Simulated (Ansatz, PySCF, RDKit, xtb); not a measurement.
**C3H9BO3: which of the isomers drawn lies lowest?**

A sample of isomers of C3H9BO3 is drawn. Aim: find which of them has the lowest free energy at 298.15 K, then its properties. The sample is small against all isomers, and the most stable one of this formula need not be in it.

The funnel: GFN2-xTB relaxations, single points with a density functional, relaxations at B3LYP/def2-SVP, harmonic vibrations (at GFN2-xTB), and a last energy at a higher level. All values are calculated.

### 1 Drawing up candidates

Isomers were taken from a list of plausible structures; this is a sample, not all of them. That gives 5 candidates.

```
label              SMILES     spin
 c327         CC(C)OB(O)O  singlet
 c380  [BH3-][O+](C)COC=O  singlet
 c610           CCOB(O)OC  singlet
 c862           CCOCB(O)O  singlet
 c896           COCCB(O)O  singlet
```

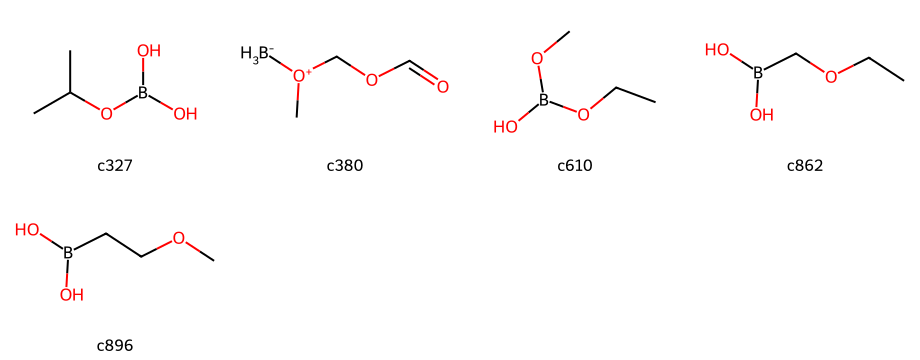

Structural formulas of the candidates.

Candidates are built by distance geometry, with a force field where one applies, in up to four conformers (letters a to d).

**Question.** With final energies at CCSD(T)/def2-SVP + MP2/def2-TZVPP - MP2/def2-SVP, which structure will this search put lowest in free energy, and by what margin?

| quantity | value |
| --- | --- |
| lowest structure found | CC(C)OB(O)O, singlet |
| next finalist | CCOB(O)OC, singlet, 15.3 kcal/mol higher in G |
| share at equilibrium, among the finalists | 100.0 % |
| dipole moment (PBE0/def2-SVPD) | 0.46 D |
| HOMO energy (PBE0/def2-SVPD) | -8.36 eV |
| LUMO energy (PBE0/def2-SVPD) | 0.07 eV |
| HOMO–LUMO gap (PBE0/def2-SVPD) | 8.43 eV |
| lowest excitation (TD-PBE0/def2-SVPD) | 7.33 eV (f = 0.000) |
| strongest of the states computed, same level | 9.02 eV (f = 0.030) |
| lowest triplet excitation, same level, Tamm-Dancoff | 7.23 eV |
| vertical ionisation energy | 10.37 eV |
| vertical electron affinity | -1.02 eV (unbound: the value depends on the basis) |
| vertical triplet less singlet | +7.39 eV |

`CC(C)OB(O)O` comes out lowest. Among the finalists first place is clear (15.3 kcal/mol); structures outside the list aren't covered. GFN2-xTB, HF/STO-3G, r2SCAN-D4/def2-SVP, B3LYP/def2-SVP, HF/def2-SVP and MP2/def2-SVP already put its bonding pattern lowest among the structures in one piece. One minimum inside the window was never screened. The search is not exhaustive (a finite list of starts, one conformer a finalist), so a lower isomer can't be ruled out. Only 5 drawn patterns were tried, so whole families of isomers are missing, and the result ranks this sample alone. The lowest isomer need not be the one that is made and kept in a bottle, which depends on barriers.
